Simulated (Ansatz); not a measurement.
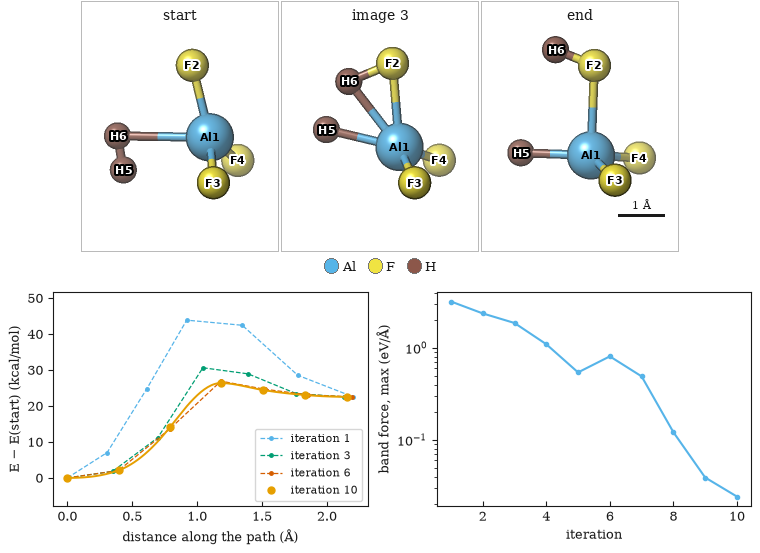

NEB run on AlH$_{2}$F$_{3}$. Images are numbered from 0 (start) to 6 (end). The plot follows the band through its iterations. The picture is a ball-and-stick view, seen at a tilt.

The calculation used RKS PBE0/def2-SVP (Ansatz 0.2.0).

Input file:
```yaml
crystal:
  periodic: [false, false, false]
  atoms:
    - { symbol: Al, position_ang: [0.005831, 0.071945, 0.178755] }
    - { symbol: F, position_ang: [-0.001258, 0.618141, 1.73758] }
    - { symbol: F, position_ang: [1.424598, -0.006469, -0.656856] }
    - { symbol: F, position_ang: [-1.414806, -0.080434, -0.643322] }
    - { symbol: H, position_ang: [0.064584, -1.995318, 0.573763] }
    - { symbol: H, position_ang: [0.056951, -1.691365, 1.281281] }
basis:
  gaussian: { orbitals: def2-SVP }
hamiltonian:
  xc: pbe0
neb:
  order_check: false
  images: 5
  f_tol: 0.03
  max_iterations: 60
  final_atoms:
    - { symbol: Al, position_ang: [0.01877522, -0.52632022, -0.23301351] }
    - { symbol: F, position_ang: [0.015461, -0.06395339, 1.73692436] }
    - { symbol: F, position_ang: [1.41863095, 0.25825261, -0.66912572] }
    - { symbol: F, position_ang: [-1.42251689, 0.18559465, -0.65837127] }
    - { symbol: H, position_ang: [0.06054856, -2.07591928, 0.07095234] }
    - { symbol: H, position_ang: [0.04500116, -0.86115437, 2.2238348] }
  initial_path:
    images:
      - { positions_ang: [[0.005831, 0.071945, 0.178755], [-0.001258, 0.618141, 1.73758], [1.424598, -0.006469, -0.656856], [-1.414806, -0.080434, -0.643322], [0.064584, -1.995318, 0.573763], [0.056951, -1.691365, 1.281281]] }
      - { positions_ang: [[0.00289647, 0.04417099, 0.11462379], [-0.00111165, 0.42658483, 1.83359424], [1.43627089, -0.01328365, -0.72459449], [-1.43231933, -0.06738272, -0.71441263], [0.07107415, -1.91620122, 0.58916183], [0.05908947, -1.55738823, 1.37282826]] }
      - { positions_ang: [[-3.806e-05, 0.01639698, 0.05049257], [-0.0009653, 0.23502865, 1.92960848], [1.44794378, -0.0200983, -0.79233298], [-1.44983267, -0.05433144, -0.78550327], [0.0775643, -1.83708443, 0.60456067], [0.06122794, -1.42341147, 1.46437552]] }
      - { positions_ang: [[-0.00297259, -0.01137703, -0.01363864], [-0.00081895, 0.04347248, 2.02562272], [1.45961667, -0.02691295, -0.86007147], [-1.467346, -0.04128016, -0.8565939], [0.08405445, -1.75796765, 0.6199595], [0.06336641, -1.2894347, 1.55592278]] }
      - { positions_ang: [[0.00427668, -0.18302476, -0.0867636], [0.0046077, 0.00766386, 1.92938993], [1.44595476, 0.06814224, -0.79642288], [-1.45240296, 0.03434478, -0.79051969], [0.07621916, -1.86395152, 0.43695711], [0.05724466, -1.14667459, 1.77856012]] }
      - { positions_ang: [[0.01152595, -0.35467249, -0.15988855], [0.01003435, -0.02814477, 1.83315715], [1.43229286, 0.16319742, -0.7327743], [-1.43745993, 0.10996972, -0.72444548], [0.06838386, -1.9699354, 0.25395473], [0.05112291, -1.00391448, 2.00119746]] }
      - { positions_ang: [[0.01877522, -0.52632022, -0.23301351], [0.015461, -0.06395339, 1.73692436], [1.41863095, 0.25825261, -0.66912572], [-1.42251689, 0.18559465, -0.65837127], [0.06054856, -2.07591928, 0.07095234], [0.04500116, -0.86115437, 2.2238348]] }
```

Command:
```bash
ansatz run input.yaml --threads 1 --pin off --max-ram 2048MiB --backend cpu --events-out ev --progress --plain --runs-dir out
```

Q: How did the profile develop, and is the result final?

A: The result is final at these settings. The band converged in 10 iterations. The largest component of the band force went from 3.2 to 0.024 eV/Å. The climbing image converged on the top of the path. Its vibrational analysis gives one imaginary mode (684i cm⁻¹), as a transition state must have. The first iteration put the highest image at 43.9 kcal/mol. The highest point, image 3, lies 26.4 kcal/mol above the start and 3.8 kcal/mol above the end; the end is at +22.5 kcal/mol relative to the start.
